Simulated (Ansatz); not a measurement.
**RPA@PBE/STO-3G run of SiH3Cl (SiClH3)**

Aim: the electronic atomisation energy of SiH3Cl (SiClH3) at RPA@PBE/STO-3G, from 4 runs. 

The calculation is run with Ansatz 0.2.0.

41 further runs of the same task are left out: 4 that didn't finish, 37 set aside as unsound or not needed.

### 1 The molecule

SiH3Cl: 5 atoms, total charge 0, spin state singlet. As SMILES, `[H][Si]([H])([H])Cl`. The shape is that of a GFN2-xTB optimisation.

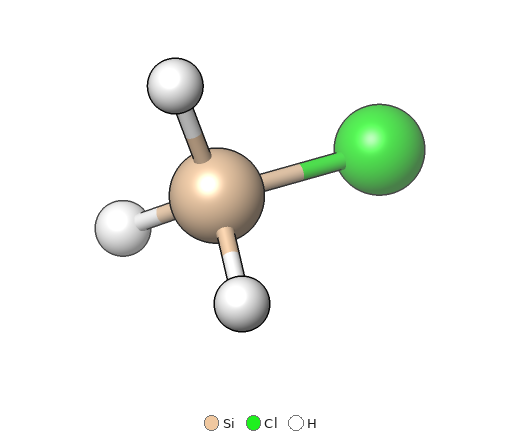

Viewed from a chosen angle; silicon light orange, chlorine green, hydrogen white.

### 2 A single-point energy at RPA@PBE/STO-3G

Input file job.yaml:

```yaml
crystal:
  periodic: [false, false, false]
  atoms:
    - {symbol: Si, position_ang: [0.000290, 0.001940, -0.129410]}
    - {symbol: Cl, position_ang: [0.010690, -0.020840, 1.880630]}
    - {symbol: H, position_ang: [1.382330, 0.011210, -0.594910]}
    - {symbol: H, position_ang: [-0.700750, 1.203700, -0.566480]}
    - {symbol: H, position_ang: [-0.692550, -1.196020, -0.589840]}
basis:
  gaussian:
    orbitals: STO-3G
total_charge: 0
magnetization:
  spin_polarized: false
hamiltonian:
  xc: {name: PBE}
correlation:
  method: rpa
  frozen_orbitals: {Cl: 5, H: 0, Si: 5}
accuracy: high
```

Run with:

```bash
$ ansatz run job.yaml --threads 1 --pin off --max-ram 2610MiB --events-out events.jsonl --progress --plain --runs-dir runs
```

Standard output:

```text
Warning: RAYON_NUM_THREADS=1 ignored (pool sized by the plan → 1); use --threads N
Functional definition: PBE
  name "PBE"
  parameter kappa = 0.804
  parameter beta = 0.06672455060314922
  exchange = pbe_x(kappa = kappa, mu = beta*pi^2/3)
  correlation = pbe_c(beta = beta)
364 factors; integrals over basis functions are off by at most 1.0e-8 eV
mean field evaluation 1: about -20210.4560 eV, gradient 2.2e1 eV
mean field evaluation 2: about -20210.4171 eV, gradient 2.1e1 eV
mean field evaluation 4: about -20212.1359 eV, gradient 7.2e-1 eV
mean field evaluation 8: about -20212.1383 eV, gradient 1.4e-3 eV
mean field -20212.13826917 eV, -742.7823811127 hartree, gradient 7.5e-8 eV, S^2 0.000000; 0 other end points of the search recorded, 0 dependent functions left out
10 core orbitals not correlated: weight in the atoms' cores, before any rotation towards them, 0.999 or more for the frozen orbitals, at most 0.000 for the correlated occupied ones
reference -20189.83174346 eV, -741.9626314127 hartree; 7, 7 occupied and 4, 4 virtual orbitals, 364 factors
Total energy: -20192.78086418 eV, -742.0710096001 hartree
```

Run time: 0.93 s. Hardware: 1 thread of AMD EPYC 9R14 (Zen 4), shared host; peak memory 0.12 GiB.

### 3 The Cl atom

Input file run.yaml:

```yaml
crystal:
  periodic: [false, false, false]
  atoms:
    - symbol: Cl
      position_ang: [0.000000, 0.000000, 0.000000]
basis:
  gaussian:
    orbitals: STO-3G
magnetization:
  spin_polarized: true
  initial_magnetization: 1
hamiltonian:
  xc: {name: PBE}
correlation:
  method: rpa
  frozen_orbitals: {Cl: 5}
accuracy: high
```

Run with:

```bash
$ ansatz run run.yaml --threads 1 --pin off --max-ram 2610MiB --events-out events.jsonl --progress --plain --runs-dir runs
```

Standard output, shortened:

```text
Warning: RAYON_NUM_THREADS=1 ignored (pool sized by the plan → 1); use --threads N
[... 6 set-up lines as earlier in the session ...]
42 factors; integrals over basis functions are off by at most 1.8e-9 eV
mean field evaluation 1: about -12378.8239 eV, gradient 2.9e-2 eV
mean field evaluation 2: about -12378.8248 eV, gradient 3.0e-2 eV
mean field evaluation 4: about -12378.8248 eV, gradient 5.3e-10 eV
mean field evaluation 8: about -12378.8251 eV, gradient 3.3e-2 eV
mean field evaluation 16: about -12378.8248 eV, gradient 6.6e-7 eV
mean field -12378.82480889 eV, -454.9134210578 hartree, gradient 1.7e-12 eV, S^2 0.750000; 2 other end points of the search recorded, 0 dependent functions left out
5 core orbitals not correlated: weight in the atoms' cores, before any rotation towards them, 1.000 or more for the frozen orbitals, at most 0.000 for the correlated occupied ones
reference -12368.71697847 eV, -454.5419651415 hartree; 4, 3 occupied and 0, 1 virtual orbitals, 42 factors
Total energy: -12369.52467271 eV, -454.5716473571 hartree
```

It took 0.36 s on 1 thread of AMD EPYC 9R14 (Zen 4), shared host.

### 4 The H atom at the same level

Input file input.yaml:

```yaml
crystal:
  periodic: [false, false, false]
  atoms:
    - symbol: H
      position_ang: [0.000000, 0.000000, 0.000000]
basis:
  gaussian:
    orbitals: STO-3G
magnetization:
  spin_polarized: true
  initial_magnetization: 1
correlation:
  method: rpa
  frozen_orbitals: {H: 0}
accuracy: high
hamiltonian:
  xc: {name: PBE}
```

Run the same way, it converges to -0.46658 Eh (log not shown).

### 5 The Si atom at the same level

Input file run.yaml:

```yaml
crystal:
  periodic: [false, false, false]
  atoms:
    - {symbol: Si, position_ang: [0.000000, 0.000000, 0.000000]}
basis:
  gaussian: {orbitals: STO-3G}
total_charge: 0
correlation: {method: rpa, frozen_orbitals: {Si: 5}}
magnetization: {spin_polarized: true, initial_magnetization: 2}
hamiltonian: {xc: {name: PBE}}
accuracy: high
```

Run the same way, it converges to -285.51519 Eh (log not shown).

### 6 Summary of results

At RPA@PBE/STO-3G, 10 core orbitals frozen:

| quantity | value |
| --- | --- |
| molecule: total energy | -742.07101 Eh |
| molecule: RPA correlation energy (valence) | -108.4 mEh |
| Cl atom: total energy | -454.57165 Eh |
| Cl atom: RPA correlation energy (valence) | -29.7 mEh |
| Cl atom: ⟨S²⟩ of the reference determinant | 0.750 |
| H atom: total energy | -0.46658 Eh |
| H atom: RPA correlation energy | 0.0 mEh |
| H atom: ⟨S²⟩ of the reference determinant | 0.750 |
| Si atom: total energy | -285.51519 Eh |
| Si atom: RPA correlation energy (valence) | -51.1 mEh |
| Si atom: ⟨S²⟩ of the reference determinant | 2.000 |
| electronic atomisation energy | 15.903 eV |

**Reading.** Taking the molecule apart into free atoms costs 15.90 eV (1534 kJ/mol), before zero-point energy and without spin-orbit coupling. In a minimal basis such a difference can be off by several eV, whatever the method.
